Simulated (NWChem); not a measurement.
**One shape, several levels: Si3NH9 (trisilylamine)**

We compute a comparison of 6 runs (HF/6-31G*, B3LYP/6-31G*, PBE/6-31G*, PBE0/6-31G*, SVWN5/6-31G*, MP2/6-31G*) of Si3NH9 (trisilylamine). 

Program for the calculation: NWChem 7.3.0.

1 further run of the same task is left out (set aside as unsound or not needed).

### 1 The structure to begin with

The species is Si3NH9 (13 atoms), meant as a singlet with charge 0. SMILES: `[SiH3]N([SiH3])[SiH3]`. The coordinates come from a PBE0-D4/def2-TZVP relaxation.

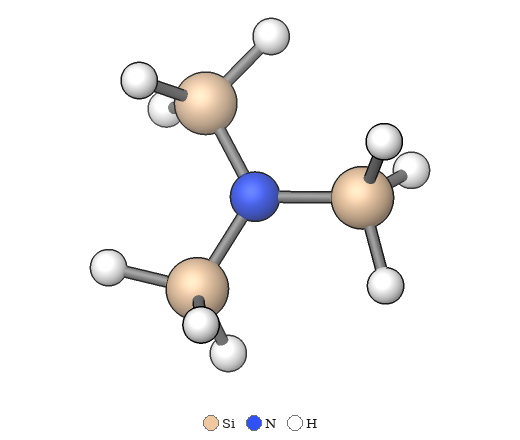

The structure, seen from a chosen angle (silicon light orange, nitrogen blue, hydrogen white).

### 2 Energy and gradient at HF/6-31G(d) (spherical functions) (run 1)

Contents of sp.xyz:

```xyz
13
H9NSi3
Si    -0.519450     1.440730    -0.815850
N     -0.000690    -0.000090     0.000350
Si     0.784860     0.112060     1.543580
Si    -0.265590    -1.552910    -0.727470
H     -1.148110     1.019270    -2.096710
H     -1.512750     2.195720    -0.007190
H      0.625850     2.343510    -1.105390
H      0.020170    -0.607680     2.596110
H      2.158120    -0.455830     1.496860
H      0.862760     1.555850     1.894200
H     -1.713780    -1.813530    -0.940290
H      0.285610    -2.575110     0.202450
H      0.422990    -1.661990    -2.040670
```

Contents of sp.nw:

```
start sp
title "H9NSi3"
memory total 2200 mb

geometry noautosym nocenter noautoz
load sp.xyz
end

basis spherical bse
* library 6-31G*
end

scf
thresh 1e-08
maxiter 80
noprint "final vectors analysis"
end

task scf gradient
```

Started as:

```sh
$ nwchem sp.nw > sp.out
```

What it wrote:

```text
[...]
  functions       =    86
[...]
  wavefunction    = RHF
[...]
         Total SCF energy =   -926.485691166829
      One-electron energy =  -1865.448503841727
      Two-electron energy =    646.476528936187
 Nuclear repulsion energy =    292.486283738711
        Time for solution =     29.5s
[...]
                         RHF ENERGY GRADIENTS
    atom               coordinates                        gradient
                 x          y          z           x          y          z
   1 Si     -0.981618   2.722585  -1.541733    0.002797  -0.006001   0.004596
   2 N      -0.001304  -0.000170   0.000661   -0.000023  -0.000002  -0.000005
   3 Si      1.483170   0.211763   2.916943   -0.003505  -0.001661  -0.007069
   4 Si     -0.501892  -2.934574  -1.374719    0.000756   0.007628   0.002509
   5 H      -2.169613   1.926141  -3.962207   -0.001881  -0.002510  -0.003998
   6 H      -2.858683   4.149309  -0.013587   -0.003060   0.001869   0.002960
   7 H       1.182685   4.428592  -2.088884    0.003953   0.002347  -0.000638
   8 H       0.038116  -1.148349   4.905937   -0.002842  -0.002371   0.002821
   9 H       4.078255  -0.861394   2.828655    0.004173  -0.001863  -0.000796
  10 H       1.630380   2.940130   3.579519   -0.000269   0.005081   0.000171
  11 H      -3.238575  -3.427075  -1.776890   -0.004605  -0.000227  -0.000392
[...]
```

Run time: 36 s. Hardware: 1 thread of AMD EPYC 7R43 (Zen 3), shared host; peak memory 0.096 GiB.

### 3 Energy and gradient at B3LYP/6-31G(d) (spherical functions) (run 2)

Contents of mol.nw:

```
start mol
title "H9NSi3 gradient"
memory 2200 mb
geometry units au noautosym nocenter noautoz
   Si  -0.98161824   2.72258512  -1.54173306
   N   -0.00130391  -0.00017008   0.00066140
   Si   1.48317045   0.21176271   2.91694345
   Si  -0.50189236  -2.93457460  -1.37471906
   H   -2.16961346   1.92614115  -3.96220766
   H   -2.85868320   4.14930945  -0.01358713
   H    1.18268510   4.42859207  -2.08888436
   H    0.03811578  -1.14834877   4.90593689
   H    4.07825574  -0.86139386   2.82865545
   H    1.63038011   2.94013039   3.57951923
   H   -3.23857484  -3.42707502  -1.77689058
   H    0.53972468  -4.86625264   0.38257505
   H    0.79933525  -3.14070592  -3.85630741
end
basis "ao basis" spherical bse
   * library 6-31G*
end
dft
   xc b3lyp
   mult 1
   grid xfine
   convergence energy 1e-08
   maxiter 100
   mulliken
end
task dft gradient
```

Started as:

```sh
$ nwchem mol.nw > mol.out
```

What it wrote:

```text
[...]
          Wavefunction type:  closed shell.
          No. of atoms     :    13
          No. of electrons :    58
[...]
          Charge           :     0
          Spin multiplicity:     1
[...]
          AO basis - number of functions:    86
[...]
              XC Information
              --------------
                         B3LYP Method XC Potential
                     Hartree-Fock (Exact) Exchange  0.200
                        Slater Exchange Functional  0.800 local
                    Becke 1988 Exchange Functional  0.720 non-local
              Lee-Yang-Parr Correlation Functional  0.810
                  VWN I RPA Correlation Functional  0.190 local
[...]
 d= 0,ls=0.0,diis     1   -928.6297623969 -1.22D+03  1.05D-02  4.37D-01     8.2
[...]
 d= 0,ls=0.0,diis     8   -928.6862137914 -5.62D-11  3.49D-07  9.35D-10    53.0
         Total DFT energy =     -928.686213791438
      One electron energy =    -1866.042756521577
           Coulomb energy =      718.080338233390
    Exchange-Corr. energy =      -73.210058100056
 Nuclear repulsion energy =      292.486262596805
[...]
      Total Density - Mulliken Population Analysis
     ---------------------------------------------
    Atom       Charge   Shell Charges
 -----------   ------   -------------------------------------------------------
    1 Si  14    13.50   2.00  2.00  5.96  0.97  1.84  0.20  0.30  0.22
    2 N    7     7.79   2.00  0.76  2.54  0.82  1.66  0.01
    3 Si  14    13.50   2.00  2.00  5.96  0.97  1.84  0.20  0.30  0.22
    4 Si  14    13.50   2.00  2.00  5.96  0.97  1.84  0.20  0.30  0.22
    5 H    1     1.09   0.51  0.57
    6 H    1     1.08   0.52  0.56
    7 H    1     1.08   0.52  0.56
    8 H    1     1.08   0.52  0.56
    9 H    1     1.08   0.52  0.56
   10 H    1     1.09   0.51  0.57
[...]
  wavefunction    = closed shell
[...]
```

Run time: 66 s. Hardware: 1 thread of AMD EPYC 7R43 (Zen 3), shared host; peak memory 0.15 GiB.

Runs 3 to 5 aren't shown in full; the table further down has their settings and results.

### 4 Energy and forces at MP2/6-31G(d) (spherical functions) (run 6)

Contents of calc.nw:

```
start calc
memory total 2200 mb
geometry units angstrom noautosym nocenter noautoz
  Si    -0.519450     1.440730    -0.815850
  N     -0.000690    -0.000090     0.000350
  Si     0.784860     0.112060     1.543580
  Si    -0.265590    -1.552910    -0.727470
  H     -1.148110     1.019270    -2.096710
  H     -1.512750     2.195720    -0.007190
  H      0.625850     2.343510    -1.105390
  H      0.020170    -0.607680     2.596110
  H      2.158120    -0.455830     1.496860
  H      0.862760     1.555850     1.894200
  H     -1.713780    -1.813530    -0.940290
  H      0.285610    -2.575110     0.202450
  H      0.422990    -1.661990    -2.040670
end
basis spherical bse
  * library 6-31G*
end
scf
  thresh 1e-08
  maxiter 80
  print low
end
mp2
  freeze core 16
  tight
end
task mp2 gradient
```

Started as:

```sh
$ nwchem calc.nw > calc.out
```

What it wrote:

```text
[...]
  functions       =    86
[...]
  wavefunction    = RHF
[...]
         Total SCF energy =   -926.485691166855
      One-electron energy =  -1865.448503841599
      Two-electron energy =    646.476528936033
 Nuclear repulsion energy =    292.486283738711
        Time for solution =     30.5s
[...]
          Total MP2 energy          -926.883185806179
[...]
                         mp2 ENERGY GRADIENTS
    atom               coordinates                        gradient
                 x          y          z           x          y          z
   1 Si     -0.981618   2.722585  -1.541733    0.003231  -0.008122   0.005161
   2 N      -0.001304  -0.000170   0.000661   -0.000008  -0.000003  -0.000009
   3 Si      1.483170   0.211763   2.916943   -0.004535  -0.001205  -0.009005
   4 Si     -0.501892  -2.934574  -1.374719    0.001339   0.009298   0.003876
   5 H      -2.169613   1.926141  -3.962207   -0.000224  -0.000744  -0.000534
   6 H      -2.858683   4.149309  -0.013587   -0.000160  -0.000381   0.000565
   7 H       1.182685   4.428592  -2.088884    0.000587  -0.000336   0.000185
   8 H       0.038116  -1.148349   4.905937   -0.000611  -0.000219  -0.000279
   9 H       4.078255  -0.861394   2.828655    0.000138  -0.000156  -0.000675
  10 H       1.630380   2.940130   3.579519   -0.000210   0.000881  -0.000293
  11 H      -3.238575  -3.427075  -1.776890   -0.000340   0.000531   0.000275
[...]
```

It took 80 s on 1 thread of AMD EPYC 7R43 (Zen 3), shared host; peak memory 0.24 GiB.

### 5 The series

| run | level | iteration cap | module | energy (Eh) | dipole moment (D) | largest force (eV/Å) | wall time |
| --- | --- | --- | --- | --- | --- | --- | --- |
| 1 | HF/6-31G* (spherical functions) | 80 | scf | -926.485691 | 0.00 | 0.415 | 36 s |
| 2 | B3LYP/6-31G* (spherical functions) | 100 | dft | -928.686214 | 0.00 | 0.372 | 66 s |
| 3 | PBE/6-31G* (spherical functions) | 100 | dft | -928.068648 | 0.00 | 0.318 | 63 s |
| 4 | PBE0/6-31G* (spherical functions) | 100 | dft | -928.178501 | 0.00 | 0.192 | 66 s |
| 5 | SVWN5/6-31G* (spherical functions) | 100 | dft | -924.604524 | 0.00 | 0.291 | 40 s |
| 6 | MP2/6-31G* (spherical functions) | 80 | mp2 | -926.883186 | 0.00 | 0.523 | 80 s |

### 6 What came out

| quantity | value |
| --- | --- |
| run 6: total energy | -926.88319 Eh |
| run 6: dipole moment (of the density that the program reports) | 0.00 D |
| run 6: correlation energy (16 core orbitals frozen) | -397.5 mEh |
| run 6: largest force on an atom | 0.523 eV/Å |

Over runs 2, 3, 5 the HOMO–LUMO gap runs from 5.05 eV (SVWN5/6-31G*) to 7.08 eV (B3LYP/6-31G*). Totals of different functionals can't be ranked against each other. All runs together took 5.8 min, the longest 80 s.
